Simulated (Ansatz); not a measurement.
The relaxed structure here is a generated cell of TaSe3: the first start was made by placing the elements on the sites of a structure type, and the end was not matched to a known phase here, so it may be hypothetical.

A relaxed structure of TaSe$_{3}$. Space group Fm-3m (No. 225), AFLOW prototype AB3_cF16_225_a_bc (D0_3, as in BiF3). Calculation: PBE (plane waves to 420 eV, PAW, scalar-relativistic; Ansatz, an electronic-structure program).

```xyz
4
Lattice="0.0000 3.3242 3.3242 3.3242 0.0000 3.3242 3.3242 3.3242 0.0000" Properties=species:S:1:pos:R:3 pbc="T T T"
Se     3.3242     3.3242     3.3242
Se     4.9863     4.9863     4.9863
Se     1.6621     1.6621     1.6621
Ta     0.0000     0.0000     0.0000
```

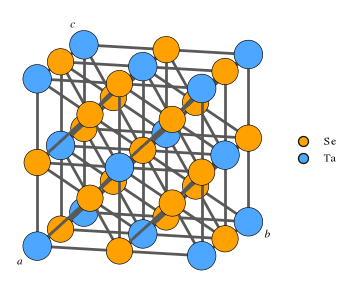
Fig. 1. The conventional cell of the relaxed structure

For TaSe3, the volume per atom is 18.37 Å³ and the band gap is no gap (metallic). The shortest distances comes out as Se–Se 2.88 Å; Se–Ta 2.88 Å and the k-mesh comes out as 12×12×12.

Band energies at high-symmetry points (eV from the Fermi level; labels of this space group; no spin-orbit coupling), from −5 eV up to 3.2 eV:

```csv
point,energies
Γ,-4.10 -4.10 -4.10 -0.82 -0.82 -0.39 -0.39 -0.39 2.96
X,-2.20 -2.20 -1.56 0.01 0.04 0.07 0.91 0.91 1.32 2.38 2.38
U,-4.02 -3.49 -2.89 -1.27 -1.12 -0.40 0.61 0.90 1.63 2.31 2.42 2.64
K,-4.02 -3.49 -2.89 -1.27 -1.12 -0.40 0.61 0.90 1.63 2.31 2.42 2.64
L,-3.50 -3.50 -1.71 -1.62 -1.62 0.34 1.67 1.86 1.86
W,-4.97 -4.97 -3.76 -2.04 -1.81 -0.49 -0.36 -0.36 0.52 1.80 2.61 2.61 3.00
```

No spin polarisation in the result. The relaxed primitive cell holds an odd number of electrons. A magnetic state may lie lower.

The run could not lose the symmetry of its start: the end is stationary, and may be a saddle point rather than a minimum.

All atoms sit on sites fixed by symmetry, so only the cell could relax.
